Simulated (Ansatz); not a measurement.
## Electronic structure of C2H3ClSi in real space

```yaml
atoms:
  - { symbol: C, position_ang: [-0.3080, 0.4691, -1.9733] }
  - { symbol: C, position_ang: [-0.1505, 0.2952, -0.7056] }
  - { symbol: Si, position_ang: [0.3944, -0.2008, 1.0028] }
  - { symbol: Cl, position_ang: [-1.0375, -1.4117, 1.8891] }
  - { symbol: H, position_ang: [-1.0499, 1.0631, -0.9394] }
  - { symbol: H, position_ang: [0.5684, 1.0249, 1.8426] }
  - { symbol: H, position_ang: [1.6715, -0.9584, 0.8294] }
```

All numbers below come from RKS PBE-D4/def2-SVP in Ansatz.

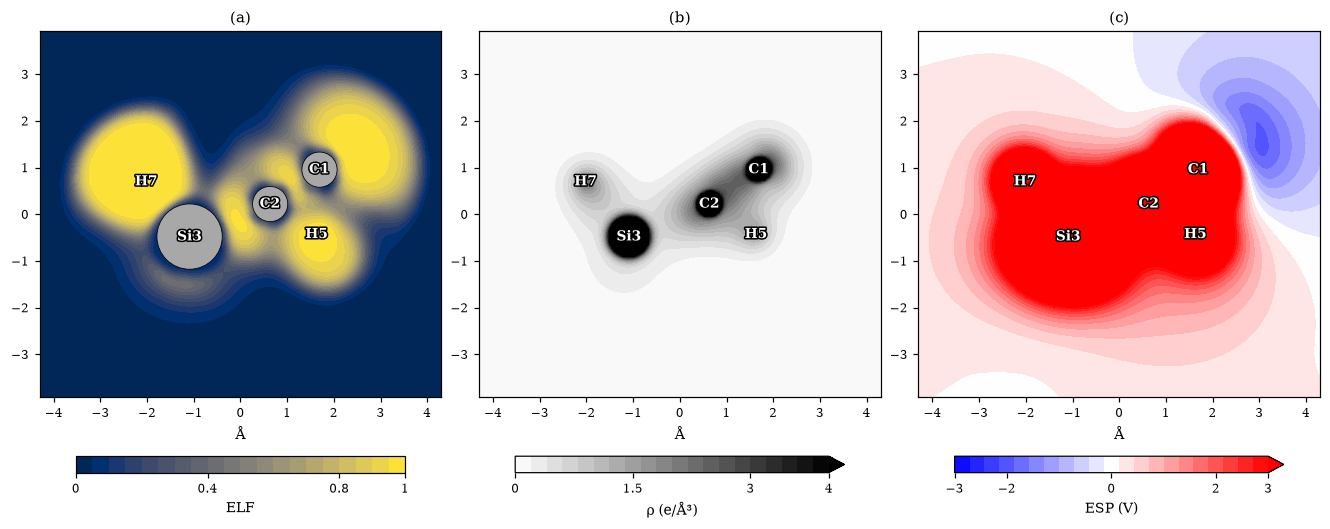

Figure 1. (a) electron localisation function; (b) electron density; (c) molecular electrostatic potential on the plane of atoms C2, Si3 and H7. Grey discs cover the atomic cores in the ELF map.

> Interpret the plot.

The plane passes through C, Si and H nuclei. C–C (1.29 Å): ρ is about 2.4 e/Å³ halfway; the ELF peaks at about 0.90 between the atoms; a short, multiple covalent bond. C–Si (1.86 Å): the density is about 0.9 e/Å³ at the midpoint; the ELF peaks at about 0.95 between the atoms: a shared electron pair. C–H (1.21 Å): ρ at the midpoint is about 1.4 e/Å³; the ELF climbs to about 1 towards the hydrogen, as it does in any bond to H. Si–H (1.50 Å): the density is about 0.77 e/Å³ at the midpoint; the ELF climbs to about 1 towards the hydrogen. The ELF also peaks beside C1, away from the bonds: lone-pair regions. Outside the dense part of the molecule the potential is most negative (−1.9 V) near C1.

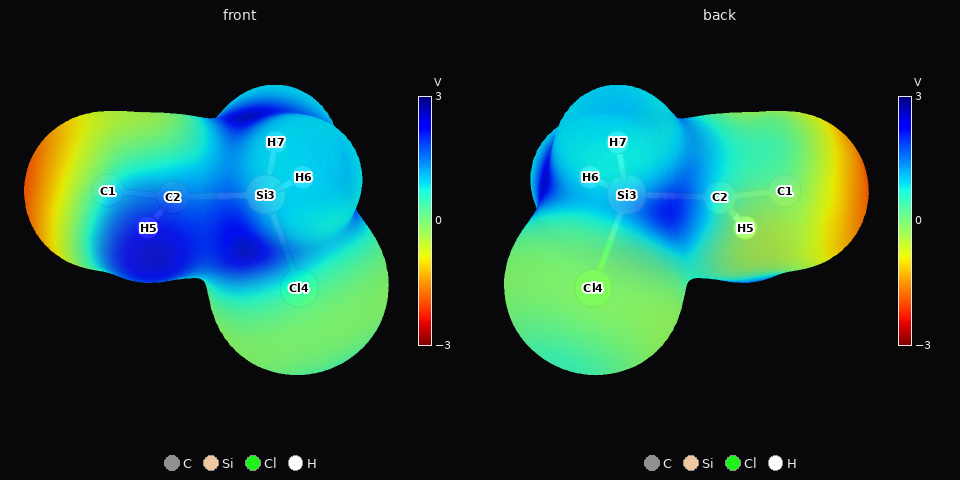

Figure 2. The molecular electrostatic potential painted on the density surface at 0.004 e/bohr³, seen from the front and from behind; red is negative and blue positive.

> Which sites attract a positive test charge, and which a negative one?

A positive charge is drawn to the negative regions and a negative charge to the positive ones. The most negative region (about −1.8 V) lies over C1, the most positive (about +2.5 V) over Si3 and H5. Cl4 shows a σ-hole: about +0.5 V at the tip opposite its bond, against about −0.1 V on its flanks.

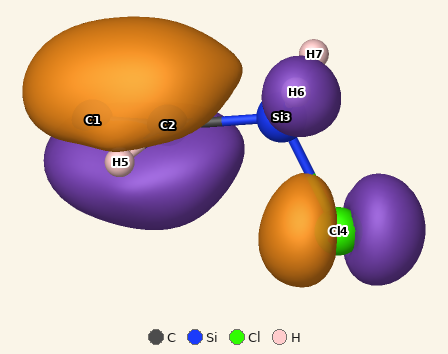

Figure 3. The HOMO−1 at ±0.08 Å⁻³ᐟ² (orange and purple are the two phases), seen across its widest extent.

> Where does this orbital lie, and at what energy?

Its weight (Hirshfeld) is mainly on C2 (about 40 %), C1 (about 35 %) and Cl4 (about 10 %); π-bonding across C2–C1. Its energy is −7.62 eV.
